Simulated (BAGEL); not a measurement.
# CH6SSi (SMILES [H][Si]([H])([H])SC): B3LYP/6-311+G(d,p) (density fitting with qzvpp-jkfit)

Aim: the energy change on altering one bond length of CH6SSi at B3LYP/6-311+G** (density fitting with qzvpp-jkfit), from 2 runs. 

The calculation is run with BAGEL 1.2.2.

## (1) The structure to begin with

CH6SSi: 9 atoms, total charge 0, spin state singlet. As SMILES, `[H][Si]([H])([H])SC`. The shape is that of a GFN2-xTB optimisation.

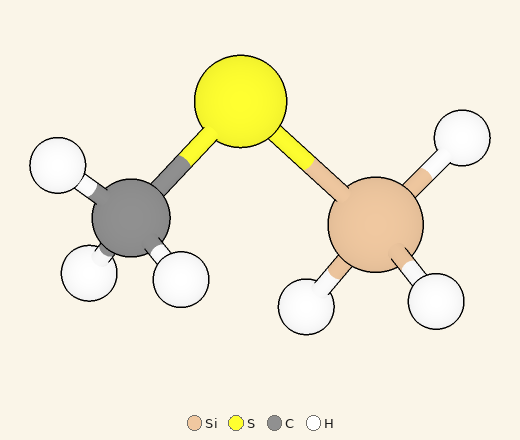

Viewed from a chosen angle; silicon light orange, sulfur yellow, carbon grey, hydrogen white.

## (2) The energy at B3LYP/6-311+G(d,p) (density fitting with qzvpp-jkfit)

The input, input.json:

```json
{ "bagel": [

{
  "title": "molecule",
  "basis": "6-311+gss.json",
  "df_basis": "qzvpp-jkfit",
  "angstrom": true,
  "geometry": [
    { "atom": "Si", "xyz": [      -0.367610,       0.847030,      -1.211930 ] },
    { "atom": "S", "xyz": [      -0.424760,       0.796280,       0.927960 ] },
    { "atom": "C", "xyz": [       0.355170,      -0.820020,       1.235220 ] },
    { "atom": "H", "xyz": [      -0.246300,      -1.606270,       0.789020 ] },
    { "atom": "H", "xyz": [       0.395280,      -0.950100,       2.311360 ] },
    { "atom": "H", "xyz": [       1.359700,      -0.829060,       0.823290 ] },
    { "atom": "H", "xyz": [       1.030150,       0.837800,      -1.633380 ] },
    { "atom": "H", "xyz": [      -1.060400,       2.076470,      -1.540820 ] },
    { "atom": "H", "xyz": [      -1.041220,      -0.352130,      -1.700720 ] }
  ]
},

{ "title": "ks", "xc_func": "b3lyp" },

{ "title": "print", "file": "orbitals.molden", "orbitals": true }

]}
```

The basis set 6-311+G** is read from a file made from the Basis Set Exchange's data (not shown).

The run is started by

```bash
$ BAGEL_NUM_THREADS=1 BAGEL input.json > input.out
```

The program printed:

```text
* using 1 threads per process

  ===============================================================
  ===============================================================

  *** Geometry ***

  { "atom" : "Si", "xyz" : [     -0.694682,      1.600655,     -2.290216 ] },
  { "atom" : "S", "xyz" : [     -0.802680,      1.504751,      1.753590 ] },
  { "atom" : "C", "xyz" : [      0.671174,     -1.549613,      2.334228 ] },
  { "atom" : "H", "xyz" : [     -0.465440,     -3.035410,      1.491032 ] },
  { "atom" : "H", "xyz" : [      0.746971,     -1.795429,      4.367837 ] },
  { "atom" : "H", "xyz" : [      2.569461,     -1.566696,      1.555793 ] },
  { "atom" : "H", "xyz" : [      1.946701,      1.583213,     -3.086641 ] },
  { "atom" : "H", "xyz" : [     -2.003866,      3.923960,     -2.911728 ] },
  { "atom" : "H", "xyz" : [     -1.967621,     -0.665429,     -3.213895 ] },

  Number of auxiliary basis functions:      439

  Since a DF basis is specified, we compute 2- and 3-index integrals:
    o Being stored without compression. Storage requirement is 0.049 GB

  Number of basis functions:      118
  Number of electrons      :       42

    * METHOD: MOLECULE                             0.23

  *** Kohn-Sham DFT ***

    * Removing 15612 points whose weight is below 1.00e-10
    * Grid points: 118542

  === Nuclear Repulsion ===
   153.1567558451

       - DIIS with orbital gradients will be used.

  === KS iteration (b3lyp / 6-311+gss.json) ===
      0       -579.55061418          0.35527624           0.50
      1       -416.26232666          0.21022382           0.49
      2       -598.20890207          0.28076418           0.49
      3       -689.91079887          0.16018435           0.49
      4       -707.92691501          0.11556354           0.49
      5       -717.60862665          0.13291800           0.50
      6       -725.03469103          0.07736737           0.49
      7       -707.41126367          0.13430990           0.50
      8       -729.29330353          0.01790576           0.49
      9       -729.40493520          0.01311131           0.50
     10       -729.47700152          0.00241596           0.49
     11       -729.48087999          0.00092922           0.50
     12       -729.48143178          0.00025290           0.50
     13       -729.48147056          0.00002340           0.49
     14       -729.48147083          0.00000470           0.49
     15       -729.48147084          0.00000099           0.50
     16       -729.48147084          0.00000029           0.50
     17       -729.48147084          0.00000009           0.50
     18       -729.48147084          0.00000002           0.49
     19       -729.48147084          0.00000001           0.50
    * SCF iteration converged.

    * Permanent dipole moment:
           (   -0.252136,     0.487235,     0.356299) a.u.

    * METHOD: KS                                  10.67

    * METHOD: PRINT                                0.03

  ===============================================================
```

Wall time 11 s (1 thread of Arm Neoverse V1, shared host); peak memory 0.62 GiB.

## (3) The distorted shape

The input, input.json:

```json
{ "bagel" : [

{
  "title" : "molecule",
  "basis" : "6-311+gss.json",
  "df_basis" : "qzvpp-jkfit",
  "angstrom" : true,
  "geometry" : [
    { "atom" : "Si", "xyz" : [   -0.266581,    1.026883,   -1.138620 ] },
    { "atom" : "S", "xyz" : [   -0.323731,    0.976133,    1.001270 ] },
    { "atom" : "C", "xyz" : [    0.456199,   -0.640167,    1.308530 ] },
    { "atom" : "H", "xyz" : [   -0.145271,   -1.426417,    0.862330 ] },
    { "atom" : "H", "xyz" : [    0.496309,   -0.770247,    2.384670 ] },
    { "atom" : "H", "xyz" : [    1.460729,   -0.649207,    0.896600 ] },
    { "atom" : "H", "xyz" : [    1.131179,    1.017653,   -1.560070 ] },
    { "atom" : "H", "xyz" : [   -0.959371,    2.256323,   -1.467510 ] },
    { "atom" : "H", "xyz" : [   -1.041220,   -0.352130,   -1.700720 ] }
  ]
},
{
  "title" : "ks",
  "xc_func" : "b3lyp"
},
{
  "title" : "print",
  "file" : "orbitals.molden",
  "orbitals" : true
}

]}
```

The basis set 6-311+G** is read from a file made from the Basis Set Exchange's data (not shown).

The run is started by

```bash
$ BAGEL_NUM_THREADS=1 BAGEL input.json > input.out
```

The program printed:

```text
* using 1 threads per process

  ===============================================================
  ===============================================================

  *** Geometry ***

  { "atom" : "Si", "xyz" : [     -0.503765,      1.940528,     -2.151680 ] },
  { "atom" : "S", "xyz" : [     -0.611763,      1.844624,      1.892126 ] },
  { "atom" : "C", "xyz" : [      0.862091,     -1.209740,      2.472763 ] },
  { "atom" : "H", "xyz" : [     -0.274522,     -2.695537,      1.629568 ] },
  { "atom" : "H", "xyz" : [      0.937888,     -1.455556,      4.506373 ] },
  { "atom" : "H", "xyz" : [      2.760378,     -1.226823,      1.694328 ] },
  { "atom" : "H", "xyz" : [      2.137619,      1.923085,     -2.948105 ] },
  { "atom" : "H", "xyz" : [     -1.812948,      4.263833,     -2.773192 ] },
  { "atom" : "H", "xyz" : [     -1.967621,     -0.665429,     -3.213895 ] },

  Number of auxiliary basis functions:      439

  Since a DF basis is specified, we compute 2- and 3-index integrals:
    o Being stored without compression. Storage requirement is 0.049 GB

  Number of basis functions:      118
  Number of electrons      :       42

    * METHOD: MOLECULE                             0.23

  *** Kohn-Sham DFT ***

    * Removing 15429 points whose weight is below 1.00e-10
    * Grid points: 118725

  === Nuclear Repulsion ===
   152.2801533953

       - DIIS with orbital gradients will be used.

  === KS iteration (b3lyp / 6-311+gss.json) ===
      0       -579.31412910          0.35382023           0.49
      1       -417.18270335          0.21187930           0.48
      2       -597.99097074          0.27767400           0.48
      3       -690.42761508          0.15594916           0.48
      4       -708.19621996          0.11434620           0.48
      5       -718.55477095          0.12286438           0.48
      6       -726.96363817          0.06655760           0.49
      7       -718.48288652          0.10142902           0.49
      8       -729.25967731          0.01825365           0.49
      9       -729.38631731          0.01251618           0.48
     10       -729.46960255          0.00218926           0.48
     11       -729.47232371          0.00062622           0.48
     12       -729.47256117          0.00022361           0.48
     13       -729.47258652          0.00006473           0.48
     14       -729.47258888          0.00000853           0.48
     15       -729.47258894          0.00000243           0.49
     16       -729.47258894          0.00000041           0.48
     17       -729.47258894          0.00000012           0.48
     18       -729.47258894          0.00000002           0.48
     19       -729.47258894          0.00000000           0.49
    * SCF iteration converged.

    * Permanent dipole moment:
           (   -0.315158,     0.391776,     0.272046) a.u.

    * METHOD: KS                                  10.41

    * METHOD: PRINT                                0.03

  ===============================================================
```

Run time: 11 s. Hardware: 1 thread of Arm Neoverse V1, shared host; peak memory 0.62 GiB.

## (4) What came out

Level: B3LYP/6-311+G** (density fitting with qzvpp-jkfit).

```
                                                          quantity          value
                                         first shape: total energy  -729.48147 Eh
                                        first shape: dipole moment         1.66 D
                                          first shape: HOMO energy       -6.55 eV
                                          first shape: LUMO energy       -0.36 eV
                                        first shape: HOMO–LUMO gap        6.19 eV
                                     distorted shape: total energy  -729.47259 Eh
                                    distorted shape: dipole moment         1.45 D
                                      distorted shape: HOMO energy       -6.61 eV
                                      distorted shape: LUMO energy       -0.39 eV
                                    distorted shape: HOMO–LUMO gap        6.22 eV
energy change with the Si1–H9 bond stretched from 1.460 to 1.679 Å       0.242 eV
```

What this shows: With the Si1–H9 bond stretched from 1.460 to 1.679 Å the energy rises by 0.24 eV (23.3 kJ/mol). The first shape isn't relaxed at this level, so the change isn't measured from a minimum.
